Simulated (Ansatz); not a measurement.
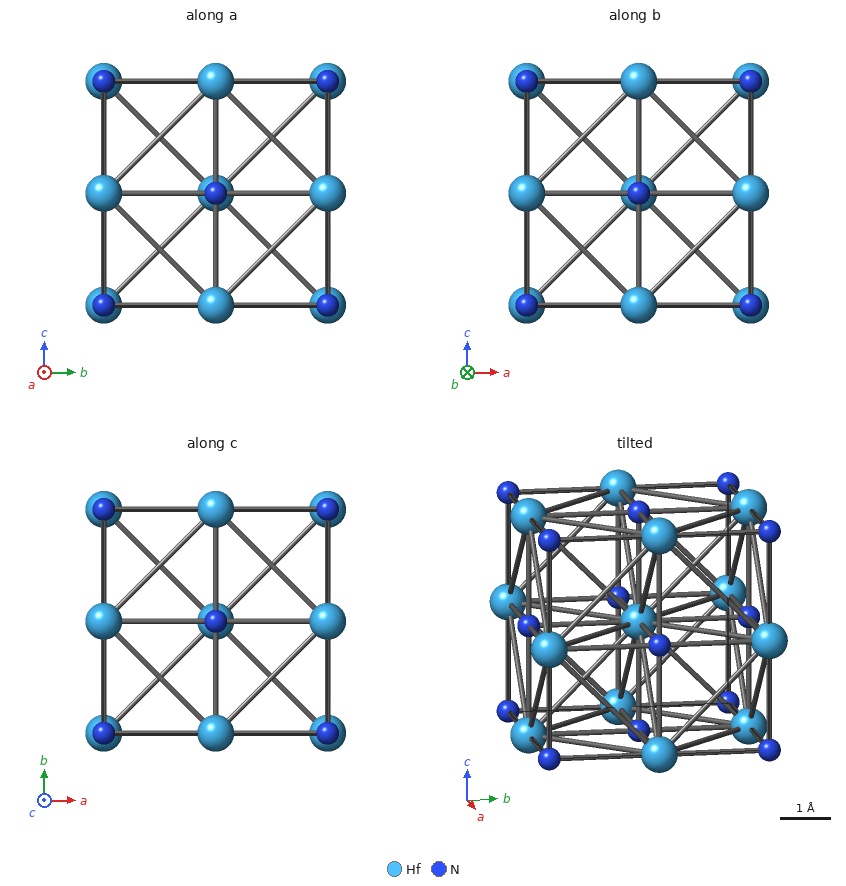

View along the a axis, along the b axis, along the c axis and slightly off an axis, drawn as a ball-and-stick model. Atoms at the boundary of the conventional unit cell (the box) are drawn once for each face, edge or corner they touch.

Lattice parameters: a = 4.5478 Å, b = 4.5478 Å, c = 4.5478 Å, α = 90.000°, β = 90.000°, γ = 90.000°.

Q: Record the structure as a CIF with its space group and independent sites.

A:
```cif
data_structure
_symmetry_space_group_name_H-M 'F m -3 m'
_symmetry_Int_Tables_number 225
_cell_length_a 4.5478
_cell_length_b 4.5478
_cell_length_c 4.5478
_cell_angle_alpha 90.000
_cell_angle_beta 90.000
_cell_angle_gamma 90.000
_cell_volume 94.06
loop_
_atom_site_label
_atom_site_type_symbol
_atom_site_symmetry_multiplicity
_atom_site_Wyckoff_symbol
_atom_site_fract_x
_atom_site_fract_y
_atom_site_fract_z
_atom_site_occupancy
Hf1 Hf 4 b 0.5000 0.0000 0.0000 1
N1 N 4 a 0.0000 0.0000 0.0000 1
```

The initial geometry was a structure type filled with these elements by a generator (whether the compound takes this form wasn't checked). Earlier steps of the study may have refined or changed the cell and positions. It was the input of a calculation with Ansatz.
